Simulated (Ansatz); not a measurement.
CH4Si···CH4

Input file:

```
crystal:
  periodic: [false, false, false]
  atoms:
    - {symbol: Si, position_ang: [-1.477488, 0.612809, -0.265892]}
    - {symbol: C, position_ang: [0.449078, -1.663676, -0.318918]}
    - {symbol: H, position_ang: [-0.359545, -1.219512, -0.928242]}
    - {symbol: H, position_ang: [-1.654687, 0.104345, 1.164462]}
    - {symbol: C, position_ang: [0.028866, 1.703027, 0.113839]}
    - {symbol: H, position_ang: [0.382941, -2.742447, -0.455560]}
    - {symbol: H, position_ang: [1.402117, -1.287350, -0.685972]}
    - {symbol: H, position_ang: [0.328887, -1.421442, 0.735139]}
    - {symbol: H, position_ang: [0.529591, 2.068402, -0.784428]}
    - {symbol: H, position_ang: [-0.391584, 2.580012, 0.630778]}
    - {symbol: H, position_ang: [0.761823, 1.265733, 0.794893]}
basis:
  gaussian: {orbitals: def2-TZVPP}
hamiltonian: {xc: pbe0, dispersion: d4}
output: {orbitals: {seedname: orbitals}}
```

Launched as:

```sh
ansatz run in.yaml --threads 2 --pin off --events-out ev --progress --plain --max-ram 4352MiB
```

The product side of a reaction path; geometry: PBE0-D4/def2-TZVP.

Computed with RKS PBE0-D4/def2-TZVPP in Ansatz.

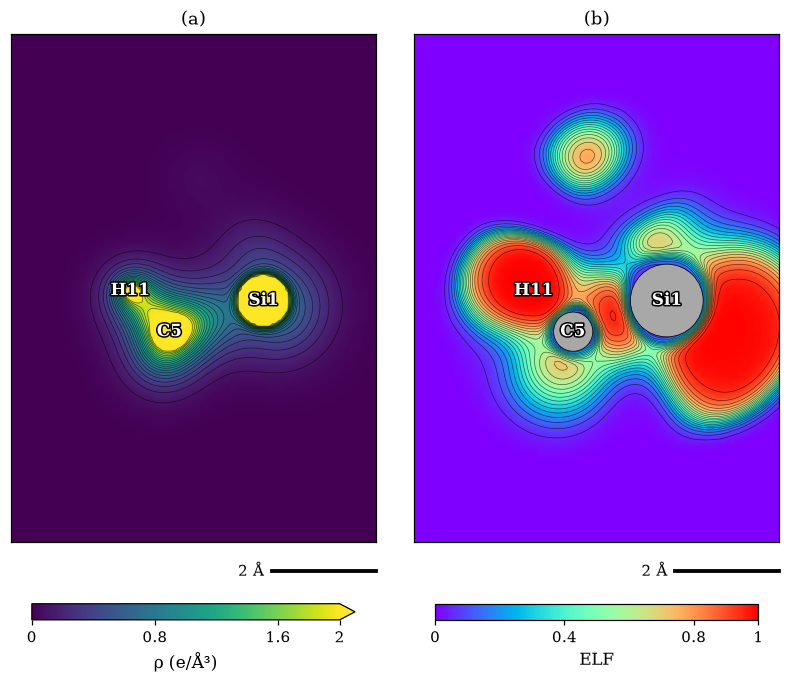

Figure 1. (a) total electron density; (b) ELF on the plane of atoms Si1, C5 and H11. Grey discs cover the atomic cores in the ELF map.

> What do the fields say about this system?

Atoms in the plane: Si, C and H.
C–Si (1.90 Å): the density is about 0.92 e/Å³ at the midpoint; the ELF peaks at about 0.95 between the atoms, as expected for localised, covalent bonding.
C–H (1.09 Å): the density is about 1.9 e/Å³ at the midpoint; the ELF climbs to about 1 towards the hydrogen, as it does in any bond to H (an ordinary covalent bond to hydrogen).
The ELF also peaks beside Si1, away from the bonds: lone-pair regions.

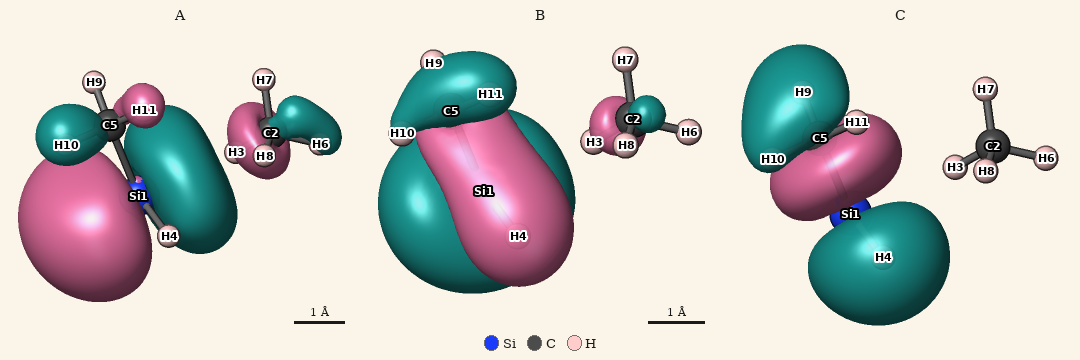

Figure 2. Three frontier orbitals at ±0.08 Å⁻³ᐟ² (teal and pink are the two phases), in no order.

> Order the three orbitals by energy and name them.

C is the HOMO−1 (−8.63 eV). It lies mainly on Si1 (about 35 %), C5 (about 30 %), H4 (about 25 %) and H9 (about 5 %). B is the HOMO (−6.09 eV). Its weight (Hirshfeld) is mainly on Si1 (about 70 %), H4 (about 10 %) and C5 (about 10 %). A is the LUMO (−1.94 eV). Its weight (Hirshfeld) is mainly on Si1 (about 75 %) and C2 (about 5 %).

> What is the HOMO–LUMO gap?

4.15 eV between the orbital energies.

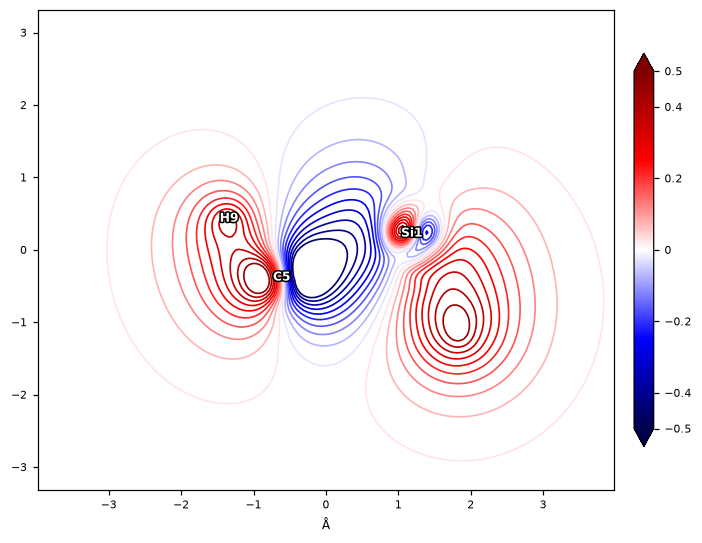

Figure 3. The HOMO−1 on the plane of atoms Si1, C5 and H9 (values in Å⁻³ᐟ²; the overall sign is arbitrary).

> Where does this orbital lie, and at what energy?

It lies mainly on Si1 (about 35 %), C5 (about 30 %), H4 (about 25 %) and H9 (about 5 %). Its energy is −8.63 eV.
